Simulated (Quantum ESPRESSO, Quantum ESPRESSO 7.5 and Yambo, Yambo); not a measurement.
## BP (F-43m): G0W0 with Yambo, start to end

How does a plane-wave GW calculation on BP (F-43m) run from the first input to the gap?

Calculated with Quantum ESPRESSO 7.5 and Yambo 5.3.0; PBE and many-body steps on it, plane waves.

## Step 1: The structure

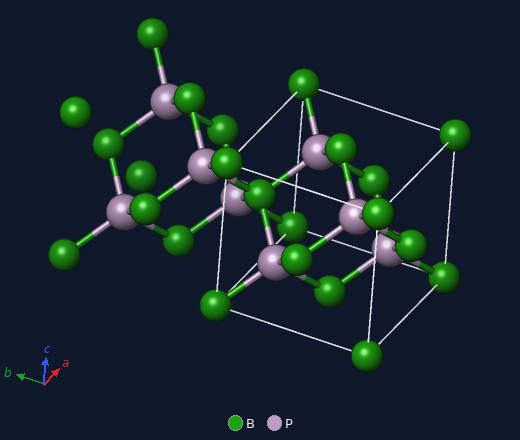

The starting structure, seen from a free direction (boron green, phosphorus pink). 1×2×1 cells are drawn. This picture shows the conventional cell, with its axes. Bonds to atoms that aren't drawn are left out. Some periodic images of atoms are drawn too.

The cell and positions come from the Crystallography Open Database and are kept as given unless a step says otherwise.

## Step 2: Ground state

This step: Quantum ESPRESSO 7.5; DFT, PBE, plane waves, norm-conserving pseudopotentials.

The ground-state density comes first.

File pw.in:

```
&control
  calculation = 'scf'
  prefix = 'x'
  outdir = 'o'
  pseudo_dir = 'pseudo'
/
&system
  ibrav = 0
  nat = 2
  ntyp = 2
  ecutwfc = 68.0
  nbnd = 9
  force_symmorphic = .true.
/
&electrons
  conv_thr = 1e-10
  electron_maxstep = 80
  mixing_beta = 0.5
/
ATOMIC_SPECIES
  B 10.81 B.upf
  P 30.974 P.upf
CELL_PARAMETERS angstrom
  0.0000000000 2.2690000000 2.2690000000
  2.2690000000 0.0000000000 2.2690000000
  2.2690000000 2.2690000000 0.0000000000
ATOMIC_POSITIONS crystal
  B 0.0000000000 0.0000000000 0.0000000000
  P 0.2500000000 0.2500000000 0.2500000000
K_POINTS automatic
  8 8 8 0 0 0
```

Launch:

```sh
$ OMP_NUM_THREADS=1 mpirun -n 4 pw.x -nk 4 -in pw.in > pw.out
```

The log of the run:

```text
Program PWSCF v.7.5 starts

     This program is part of the open-source Quantum ESPRESSO suite
     for quantum simulation of materials; please cite
         "P. Giannozzi et al., J. Phys.:Condens. Matter 21 395502 (2009);
         "P. Giannozzi et al., J. Phys.:Condens. Matter 29 465901 (2017);
         "P. Giannozzi et al., J. Chem. Phys. 152 154105 (2020);
     in publications or presentations arising from this work. More details at
     Message from routine setup:
     using ibrav=0 with symmetry is DISCOURAGED, use correct ibrav instead

     G-vector sticks info

     bravais-lattice index     =            0
     lattice parameter (alat)  =       6.0638  a.u.
     unit-cell volume          =     157.6631 (a.u.)^3
     number of atoms/cell      =            2
     number of atomic types    =            2
     number of electrons       =         8.00
     number of Kohn-Sham states=            9
     kinetic-energy cutoff     =      68.0000  Ry
     charge density cutoff     =     272.0000  Ry
     scf convergence threshold =      1.0E-10
     mixing beta               =       0.5000
     number of iterations used =            8  plain     mixing
     Exchange-correlation= PBE
                           (   1   4   3   4   0   0   0)

     celldm(1)=   6.063849  celldm(2)=   0.000000  celldm(3)=   0.000000
     celldm(4)=   0.000000  celldm(5)=   0.000000  celldm(6)=   0.000000

     crystal axes: (cart. coord. in units of alat)
               a(1) = (   0.000000   0.707107   0.707107 )
               a(2) = (   0.707107   0.000000   0.707107 )
               a(3) = (   0.707107   0.707107   0.000000 )

     reciprocal axes: (cart. coord. in units 2 pi/alat)
               b(1) = ( -0.707107  0.707107  0.707107 )
               b(2) = (  0.707107 -0.707107  0.707107 )
               b(3) = (  0.707107  0.707107 -0.707107 )
     Pseudo is Norm-conserving + core correction, Zval =  3.0
     Generated using ONCVPSP code by D. R. Hamann
     Using radial grid of 1534 points,  4 beta functions with:
     Pseudo is Norm-conserving + core correction, Zval =  5.0
     Generated using ONCVPSP code by D. R. Hamann
     Using radial grid of 1298 points,  6 beta functions with:
     B                 3.00    10.81000     B ( 1.00)
     P                 5.00    30.97400     P ( 1.00)

     24 Sym. Ops. (no inversion) found

   Cartesian axes

     site n.     atom                  positions (alat units)
         1        B      tau(   1) = (   0.0000000   0.0000000   0.0000000  )
         2        P      tau(   2) = (   0.3535534   0.3535534   0.3535534  )

     number of k points=    29
                       cart. coord. in units 2pi/alat
        k(    1) = (   0.0000000   0.0000000   0.0000000), wk =   0.0039062
        k(    2) = (   0.0883883   0.0883883  -0.0883883), wk =   0.0312500
        k(    3) = (   0.1767767   0.1767767  -0.1767767), wk =   0.0312500
        k(    4) = (   0.2651650   0.2651650  -0.2651650), wk =   0.0312500
        k(    5) = (  -0.3535534  -0.3535534   0.3535534), wk =   0.0156250
        k(    6) = (   0.1767767   0.0000000   0.0000000), wk =   0.0234375
        k(    7) = (   0.2651650   0.0883883  -0.0883883), wk =   0.0937500
        k(    8) = (   0.3535534   0.1767767  -0.1767767), wk =   0.0937500
        k(    9) = (  -0.2651650  -0.4419417   0.4419417), wk =   0.0937500
        k(   10) = (  -0.1767767  -0.3535534   0.3535534), wk =   0.0937500
     [... 17 further rows ...]
        k(   28) = (  -0.7071068   0.1767767  -0.0000000), wk =   0.0468750
        k(   29) = (  -0.7071068   0.3535534   0.0000000), wk =   0.0234375

     Dense  grid:    11935 G-vectors     FFT dimensions: (  32,  32,  32)

     Initial potential from superposition of free atoms

     starting charge       7.9996, renormalised to       8.0000
     Starting wfcs are    8 randomized atomic wfcs +    1 random wfcs

     per-process dynamical memory:    12.4 Mb

     Self-consistent Calculation

     iteration #  1     ecut=    68.00 Ry     beta= 0.50

     total energy              =     -19.77114222 Ry
     estimated scf accuracy    <       0.15770016 Ry

     iteration #  2     ecut=    68.00 Ry     beta= 0.50

     total energy              =     -19.79268531 Ry
     estimated scf accuracy    <       0.01086019 Ry

     iteration #  3     ecut=    68.00 Ry     beta= 0.50

     total energy              =     -19.79331022 Ry
     estimated scf accuracy    <       0.00186359 Ry

     iteration #  4     ecut=    68.00 Ry     beta= 0.50

     total energy              =     -19.79346775 Ry
     estimated scf accuracy    <       0.00003488 Ry

     iteration #  5     ecut=    68.00 Ry     beta= 0.50

     total energy              =     -19.79347979 Ry
     estimated scf accuracy    <       0.00000918 Ry

     iteration #  6     ecut=    68.00 Ry     beta= 0.50

     total energy              =     -19.79348110 Ry
     estimated scf accuracy    <       0.00000002 Ry

     iteration #  7     ecut=    68.00 Ry     beta= 0.50

     total energy              =     -19.79348116 Ry
     estimated scf accuracy    <       0.00000001 Ry

     iteration #  8     ecut=    68.00 Ry     beta= 0.50

     total energy              =     -19.79348116 Ry
     estimated scf accuracy    <          3.1E-10 Ry

     iteration #  9     ecut=    68.00 Ry     beta= 0.50

     End of self-consistent calculation

          k = 0.0000 0.0000 0.0000 (  1459 PWs)   bands (ev):

    -6.2179   9.2413   9.2413   9.2413  12.6481  12.6481  12.6481  16.5991
    20.7643

          k = 0.0884 0.0884-0.0884 (  1462 PWs)   bands (ev):

    -5.9368   7.3894   8.8139   8.8139  13.1769  13.2379  13.2379  17.3901
    20.4104

          k = 0.1768 0.1768-0.1768 (  1477 PWs)   bands (ev):

    -5.1124   4.3986   8.1252   8.1252  13.2405  14.0061  14.0061  18.8438
    20.1611

          k = 0.2652 0.2652-0.2652 (  1483 PWs)   bands (ev):

     [... further k-points ...]

     highest occupied, lowest unoccupied level (ev):     9.2413   10.5218

!    total energy              =     -19.79348116 Ry
     estimated scf accuracy    <          6.7E-12 Ry

     The total energy is the sum of the following terms:
     one-electron contribution =       6.57260983 Ry
     hartree contribution      =       1.26167595 Ry
     xc contribution           =      -6.64452740 Ry
     ewald contribution        =     -20.98323954 Ry

     convergence has been achieved in   9 iterations

     XML data file, charge density, pseudopotentials, collected wavefunctions

=------------------------------------------------------------------------------=
   JOB DONE.
=------------------------------------------------------------------------------=
```

It took 2.2 s on 4 MPI ranks of Arm Neoverse V1, shared host; peak memory 0.19 GiB.

This step gave:

```
total energy               : -269.3040 eV
gap                        : 1.281 eV
k of the valence top       : 0, 0, 0
k of the conduction bottom : 0, 0.375, 0.375
least direct gap           : 3.407 eV
```

The gap is indirect, with the least direct gap 2.13 eV higher.

## Step 3: Bands along the symmetry lines

Levels along a band path, at the cheap level, show where the edges lie and whether the meshes to come will hold them.

File pw.in:

```
&control
  calculation = 'bands'
  prefix = 'x'
  outdir = 'o'
  pseudo_dir = 'pseudo'
/
&system
  ibrav = 0
  nat = 2
  ntyp = 2
  ecutwfc = 68.0
  nbnd = 10
  force_symmorphic = .true.
/
&electrons
  conv_thr = 1e-9
  electron_maxstep = 80
  diago_full_acc = .true.
  diago_thr_init = 5e-6
/
ATOMIC_SPECIES
  B 10.81 B.upf
  P 30.974 P.upf
CELL_PARAMETERS angstrom
  0.0000000000 2.2690000000 2.2690000000
  2.2690000000 0.0000000000 2.2690000000
  2.2690000000 2.2690000000 0.0000000000
ATOMIC_POSITIONS crystal
  B 0.0000000000 0.0000000000 0.0000000000
  P 0.2500000000 0.2500000000 0.2500000000
K_POINTS crystal
  50
  0.00000000 0.00000000 0.00000000 1
  -0.06250000 -0.06250000 0.00000000 1
  -0.12500000 -0.12500000 0.00000000 1
  -0.18750000 -0.18750000 0.00000000 1
  -0.25000000 -0.25000000 0.00000000 1
  -0.31250000 -0.31250000 0.00000000 1
  -0.37500000 -0.37500000 0.00000000 1
  -0.43750000 -0.43750000 0.00000000 1
  -0.50000000 -0.50000000 0.00000000 1
  -0.48437500 -0.48437500 0.03125000 1
  -0.46875000 -0.46875000 0.06250000 1
  -0.45312500 -0.45312500 0.09375000 1
  -0.43750000 -0.43750000 0.12500000 1
  -0.42187500 -0.42187500 0.15625000 1
  -0.40625000 -0.40625000 0.18750000 1
  -0.39062500 -0.39062500 0.21875000 1
  -0.37500000 -0.37500000 0.25000000 1
  -0.37500000 0.00000000 0.37500000 1
  -0.32812500 0.00000000 0.32812500 1
  -0.28125000 0.00000000 0.28125000 1
  -0.23437500 0.00000000 0.23437500 1
  -0.18750000 0.00000000 0.18750000 1
  -0.14062500 0.00000000 0.14062500 1
  -0.09375000 0.00000000 0.09375000 1
  -0.04687500 0.00000000 0.04687500 1
  0.00000000 0.00000000 0.00000000 1
  0.00000000 0.00000000 0.06250000 1
  0.00000000 0.00000000 0.12500000 1
  0.00000000 0.00000000 0.18750000 1
  0.00000000 0.00000000 0.25000000 1
  0.00000000 0.00000000 0.31250000 1
  0.00000000 0.00000000 0.37500000 1
  0.00000000 0.00000000 0.43750000 1
  0.00000000 0.00000000 0.50000000 1
  -0.06250000 -0.03125000 0.46875000 1
  -0.12500000 -0.06250000 0.43750000 1
  -0.18750000 -0.09375000 0.40625000 1
  -0.25000000 -0.12500000 0.37500000 1
  -0.31250000 -0.15625000 0.34375000 1
  -0.37500000 -0.18750000 0.31250000 1
  -0.43750000 -0.21875000 0.28125000 1
  -0.50000000 -0.25000000 0.25000000 1
  -0.50000000 -0.28125000 0.21875000 1
  -0.50000000 -0.31250000 0.18750000 1
  -0.50000000 -0.34375000 0.15625000 1
  -0.50000000 -0.37500000 0.12500000 1
  -0.50000000 -0.40625000 0.09375000 1
  -0.50000000 -0.43750000 0.06250000 1
  -0.50000000 -0.46875000 0.03125000 1
  -0.50000000 -0.50000000 0.00000000 1
```

The log of the run:

```text
[banner, memory and clock lines left out]
Program PWSCF v.7.5 starts

     Atomic positions and unit cell read from directory:
     o/x.save/

     Message from routine setup:
     using ibrav=0 with symmetry is DISCOURAGED, use correct ibrav instead

     G-vector sticks info

     bravais-lattice index     =            0
     lattice parameter (alat)  =       6.0638  a.u.
     unit-cell volume          =     157.6631 (a.u.)^3
     number of atoms/cell      =            2
     number of atomic types    =            2
     number of electrons       =         8.00
     number of Kohn-Sham states=           10
     kinetic-energy cutoff     =      68.0000  Ry
     charge density cutoff     =     272.0000  Ry
     Exchange-correlation= PBE
                           (   1   4   3   4   0   0   0)

     celldm(1)=   6.063849  celldm(2)=   0.000000  celldm(3)=   0.000000
     celldm(4)=   0.000000  celldm(5)=   0.000000  celldm(6)=   0.000000

     crystal axes: (cart. coord. in units of alat)
               a(1) = (   0.000000   0.707107   0.707107 )
               a(2) = (   0.707107   0.000000   0.707107 )
               a(3) = (   0.707107   0.707107   0.000000 )

     reciprocal axes: (cart. coord. in units 2 pi/alat)
               b(1) = ( -0.707107  0.707107  0.707107 )
               b(2) = (  0.707107 -0.707107  0.707107 )
               b(3) = (  0.707107  0.707107 -0.707107 )
     Pseudo is Norm-conserving + core correction, Zval =  3.0
     Generated using ONCVPSP code by D. R. Hamann
     Using radial grid of 1534 points,  4 beta functions with:
     Pseudo is Norm-conserving + core correction, Zval =  5.0
     Generated using ONCVPSP code by D. R. Hamann
     Using radial grid of 1298 points,  6 beta functions with:
     B                 3.00    10.81000     B ( 1.00)
     P                 5.00    30.97400     P ( 1.00)

     24 Sym. Ops. (no inversion) found

   Cartesian axes

     site n.     atom                  positions (alat units)
         1        B      tau(   1) = (   0.0000000   0.0000000   0.0000000  )
         2        P      tau(   2) = (   0.3535534   0.3535534   0.3535534  )

     number of k points=    50
                       cart. coord. in units 2pi/alat
        k(    1) = (   0.0000000   0.0000000   0.0000000), wk =   0.0400000
        k(    2) = (   0.0000000   0.0000000  -0.0883883), wk =   0.0400000
        k(    3) = (   0.0000000   0.0000000  -0.1767767), wk =   0.0400000
[...]
[... 38 further rows ...]
        k(   49) = (   0.0441942  -0.0000000  -0.7071068), wk =   0.0400000
        k(   50) = (   0.0000000   0.0000000  -0.7071068), wk =   0.0400000

     Dense  grid:    11935 G-vectors     FFT dimensions: (  32,  32,  32)

     The potential is recalculated from file :
     o/x.save/charge-density

     Starting wfcs are    8 randomized atomic wfcs +    2 random wfcs

     Band Structure Calculation

     End of band structure calculation

          k = 0.0000 0.0000 0.0000 (  1459 PWs)   bands (ev):

    -6.2179   9.2413   9.2413   9.2413  12.6481  12.6481  12.6481  16.5991
    20.7644  21.2875

          k = 0.0000 0.0000-0.0884 (  1463 PWs)   bands (ev):

    -6.1239   8.8552   8.8552   8.9160  12.4613  13.1377  13.1377  16.8310
    20.4537  21.0804

          k = 0.0000 0.0000-0.1768 (  1479 PWs)   bands (ev):

    -5.8428   8.0619   8.0673   8.0673  12.0247  14.2316  14.2317  16.8414
    19.5890  21.6861

          k =-0.0000 0.0000-0.2652 (  1479 PWs)   bands (ev):

[...]
k = 0.0000 0.0000-0.3536 (  1491 PWs)   bands (ev):

[...]
k = 0.0000-0.0000-0.4419 (  1495 PWs)   bands (ev):

[...]
k =-0.0000 0.0000-0.5303 (  1504 PWs)   bands (ev):

[...]
k = 0.0000-0.0000-0.6187 (  1508 PWs)   bands (ev):

[...]
k = 0.5303-0.0000-0.5303 (  1494 PWs)   bands (ev):

[...]
k = 0.0000 0.0000 0.0000 (  1459 PWs)   bands (ev):

[...]
k = 0.1326 0.0000-0.7071 (  1510 PWs)   bands (ev):

[...]
k = 0.0884-0.0000-0.7071 (  1502 PWs)   bands (ev):

[...]
k = 0.0442-0.0000-0.7071 (  1516 PWs)   bands (ev):

    -1.3562   0.6783   5.0593   5.0629  10.7031  11.0325  21.1737  21.2770
    24.2024  25.4788

          k = 0.0000 0.0000-0.7071 (  1524 PWs)   bands (ev):

    -1.3655   0.6632   5.1277   5.1277  10.5886  10.9084  21.3078  21.3078
    24.4515  25.7231

     XML data file, pseudopotentials, collected wavefunctions
```

Run time: 1.8 s. Hardware: 4 MPI ranks; peak memory 0.05 GiB; 6.7 s of CPU time.

This step gave:

```yaml
gap: 1.260 eV
k_of_the_valence_top: 0, 0, 0
k_of_the_conduction_bottom: -0.4375, -0.4375, 0
least_direct_gap: 3.407 eV
```

The gap is 1.260 eV, −0.021 eV from the run before at this level.

Electronic bands along the path, in eV, zero at the top of the highest filled band; v1 is the highest filled band, c1 the lowest empty one:

| point | v4 | v3 | v2 | v1 | c1 | c2 | c3 | c4 |
| --- | --- | --- | --- | --- | --- | --- | --- | --- |
| Γ | -15.46 | 0.00 | 0.00 | 0.00 | 3.41 | 3.41 | 3.41 | 7.36 |
| X | -10.61 | -8.58 | -4.11 | -4.11 | 1.35 | 1.67 | 12.07 | 12.07 |
| U | -10.61 | -8.16 | -6.22 | -3.50 | 2.16 | 6.00 | 9.71 | 10.59 |
| jump to K | -10.61 | -8.16 | -6.22 | -3.50 | 2.16 | 6.00 | 9.71 | 10.59 |
| Γ | -15.46 | 0.00 | 0.00 | 0.00 | 3.41 | 3.41 | 3.41 | 7.36 |
| L | -12.14 | -9.03 | -1.76 | -1.76 | 3.78 | 4.72 | 4.72 | 10.13 |
| W | -10.33 | -8.05 | -5.67 | -5.47 | 5.33 | 6.77 | 7.23 | 7.45 |
| X | -10.61 | -8.58 | -4.11 | -4.11 | 1.35 | 1.67 | 12.07 | 12.07 |

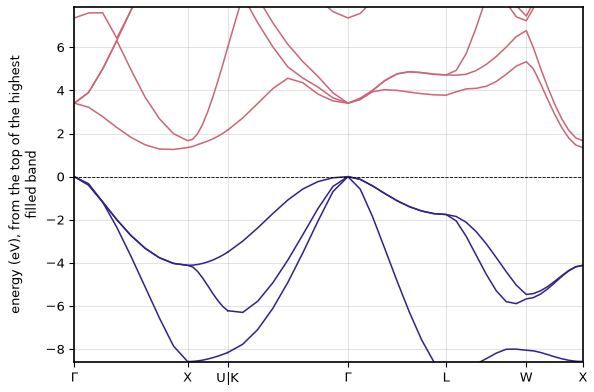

Electronic bands along the path; lines of filled and empty bands in two colours.

## Step 4: Empty states on the mesh, 4×4×4 mesh, 101 bands

The sums over transitions need many empty states on a uniform mesh; this step solves for them.

File pw.in:

```
&control
  calculation = 'nscf'
  prefix = 'x'
  outdir = 'o'
  pseudo_dir = 'pseudo'
/
&system
  ibrav = 0
  nat = 2
  ntyp = 2
  ecutwfc = 68.0
  nbnd = 101
  force_symmorphic = .true.
/
&electrons
  conv_thr = 1e-9
  electron_maxstep = 80
  diago_full_acc = .true.
  diago_thr_init = 5e-6
/
ATOMIC_SPECIES
  B 10.81 B.upf
  P 30.974 P.upf
CELL_PARAMETERS angstrom
  0.0000000000 2.2690000000 2.2690000000
  2.2690000000 0.0000000000 2.2690000000
  2.2690000000 2.2690000000 0.0000000000
ATOMIC_POSITIONS crystal
  B 0.0000000000 0.0000000000 0.0000000000
  P 0.2500000000 0.2500000000 0.2500000000
K_POINTS automatic
  4 4 4 0 0 0
```

The log of the run:

```text
[banner, memory and clock lines left out]
Program PWSCF v.7.5 starts

     Atomic positions and unit cell read from directory:
     o/x.save/

     Message from routine setup:
     using ibrav=0 with symmetry is DISCOURAGED, use correct ibrav instead

     G-vector sticks info

     bravais-lattice index     =            0
     lattice parameter (alat)  =       6.0638  a.u.
     unit-cell volume          =     157.6631 (a.u.)^3
     number of atoms/cell      =            2
     number of atomic types    =            2
     number of electrons       =         8.00
     number of Kohn-Sham states=          101
     kinetic-energy cutoff     =      68.0000  Ry
     charge density cutoff     =     272.0000  Ry
     Exchange-correlation= PBE
                           (   1   4   3   4   0   0   0)

     celldm(1)=   6.063849  celldm(2)=   0.000000  celldm(3)=   0.000000
     celldm(4)=   0.000000  celldm(5)=   0.000000  celldm(6)=   0.000000

     crystal axes: (cart. coord. in units of alat)
               a(1) = (   0.000000   0.707107   0.707107 )
               a(2) = (   0.707107   0.000000   0.707107 )
               a(3) = (   0.707107   0.707107   0.000000 )

     reciprocal axes: (cart. coord. in units 2 pi/alat)
               b(1) = ( -0.707107  0.707107  0.707107 )
               b(2) = (  0.707107 -0.707107  0.707107 )
               b(3) = (  0.707107  0.707107 -0.707107 )
     Pseudo is Norm-conserving + core correction, Zval =  3.0
     Generated using ONCVPSP code by D. R. Hamann
     Using radial grid of 1534 points,  4 beta functions with:
     Pseudo is Norm-conserving + core correction, Zval =  5.0
     Generated using ONCVPSP code by D. R. Hamann
     Using radial grid of 1298 points,  6 beta functions with:
     B                 3.00    10.81000     B ( 1.00)
     P                 5.00    30.97400     P ( 1.00)

     24 Sym. Ops. (no inversion) found

   Cartesian axes

     site n.     atom                  positions (alat units)
         1        B      tau(   1) = (   0.0000000   0.0000000   0.0000000  )
         2        P      tau(   2) = (   0.3535534   0.3535534   0.3535534  )

     number of k points=     8
                       cart. coord. in units 2pi/alat
        k(    1) = (   0.0000000   0.0000000   0.0000000), wk =   0.0312500
        k(    2) = (   0.1767767   0.1767767  -0.1767767), wk =   0.2500000
        k(    3) = (  -0.3535534  -0.3535534   0.3535534), wk =   0.1250000
[...]
k(    7) = (  -0.7071068   0.0000000   0.0000000), wk =   0.0937500
        k(    8) = (  -0.7071068   0.3535534   0.0000000), wk =   0.1875000

     Dense  grid:    11935 G-vectors     FFT dimensions: (  32,  32,  32)

     The potential is recalculated from file :
     o/x.save/charge-density

     Starting wfcs are    8 randomized atomic wfcs +   93 random wfcs

     Band Structure Calculation

     End of band structure calculation

          k = 0.0000 0.0000 0.0000 (  1459 PWs)   bands (ev):

    -6.2179   9.2413   9.2413   9.2413  12.6481  12.6481  12.6481  16.5991
    20.7643  21.2875  21.2875  24.9388  24.9388  24.9388  30.7704  39.5763
    39.5763  39.5763  45.8945  45.8945  45.8945  46.8009  46.8009  52.2709
[...]
140.1940 140.1940 140.1940 140.9616 140.9616

          k = 0.1768 0.1768-0.1768 (  1477 PWs)   bands (ev):

[...]
139.2495 141.7046 141.8155 141.8155 145.1109

          k =-0.3536-0.3536 0.3536 (  1476 PWs)   bands (ev):

[...]
122.8507 126.9860 130.0111 130.6490 130.6490 131.2919 131.2919 132.7419
   133.4946 133.4946 133.7494 137.6891 137.6891 139.6389 140.7021 141.1333
   141.1333 143.3674 143.3674 143.4655 144.1074

          k = 0.3536 0.0000 0.0000 (  1491 PWs)   bands (ev):

     [... further k-points ...]

     highest occupied, lowest unoccupied level (ev):     9.2413   10.5886

     XML data file, pseudopotentials, collected wavefunctions
```

Elapsed: 2.7 s, on 4 MPI ranks; peak memory 0.23 GiB.

Numbers from this step:

```yaml
gap: 1.347 eV
k_of_the_valence_top: 0, 0, 0
k_of_the_conduction_bottom: 0, -0.5, -0.5
least_direct_gap: 3.407 eV
k_points_computed: 8
lowest_point_of_the_top_converged_band_above_the_valence_top: 131.7203 eV
```

On this mesh the gap is 1.347 eV. The earlier step found 1.281 eV, so this mesh misses an edge.

(Part 1 of 2 ends here.)

[Paths, hosts, dates, memory and timing lines, banners, echoed tables and standing remarks are left out of the program output.]

[Logs are printed without paths, hosts, clocks, repeated set-up lines and the standing remarks that a program may print on its own settings, such as how far it seeks lower states.]

[Runs of the session that timed out or met a known fault of the program may be left out.]

[Hosts, paths, dates, database ids (printed as entryN), source tags and the programs' standing remarks are cut or masked in the printed files.]
